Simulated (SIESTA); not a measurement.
Band structure of CuZn (Pm-3m, 2 atoms in the cell).

```
CELL_PARAMETERS angstrom
      2.95000     0.00000     0.00000
      0.00000     2.95000     0.00000
      0.00000     0.00000     2.95000
ATOMIC_POSITIONS crystal
  Zn 0.50000 0.50000 0.50000
  Cu 0.00000 0.00000 0.00000
```

Method of the run: GGA PBE, numerical atomic orbitals DZP, PseudoDojo PBE standard norm-conserving potentials (rewritten from UPF to PSML) (SIESTA 5.4.2).

Settings: XC.functional = GGA; XC.authors = PBE; potentials = PseudoDojo PBE standard; PAO.BasisSize = DZP; PAO.EnergyShift = 0.005 Ry; MeshCutoff = 300 Ry; kgrid.MonkhorstPack = 15 15 15; OccupationFunction = MP; OccupationMPOrder = 0; ElectronicTemperature = 272 meV; MaxSCFIterations = 150; SCF.Mixer.Method = Pulay; SCF.Mixer.Weight = 0.25; SCF.Mixer.History = 8.

The starting cell has typed, rounded lattice constants, without a prior relaxation at this level. Spin polarisation is off. Values carry the incompleteness of an atom-centred basis.

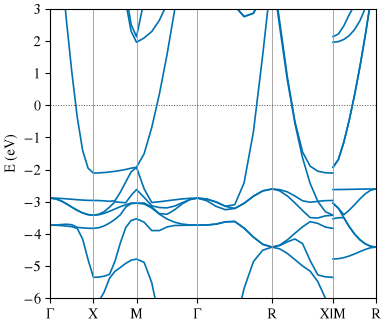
Fig. 1. Bands along the path, energies from the Fermi level.

Levels in eV from the Fermi level, bands 16 to 21:
```json
[
 {"point": "Γ", "16": "-3.73", "17": "-2.89", "18": "-2.89", "19": "-2.89", "20": "6.87", "21": "6.87"},
 {"point": "X", "16": "-3.83", "17": "-3.42", "18": "-3.42", "19": "-2.96", "20": "-2.11", "21": "13.39"},
 {"point": "M", "16": "-3.04", "17": "-3.04", "18": "-2.62", "19": "-1.93", "20": "-1.93", "21": "1.96"},
 {"point": "R", "16": "-4.41", "17": "-2.60", "18": "-2.60", "19": "4.18", "20": "4.27", "21": "4.27"}
]
```

Bands cross the Fermi level along this path, so the cell is metallic at this level.

Higher empty bands are left out: an atom-centred basis made for the valence describes them poorly.
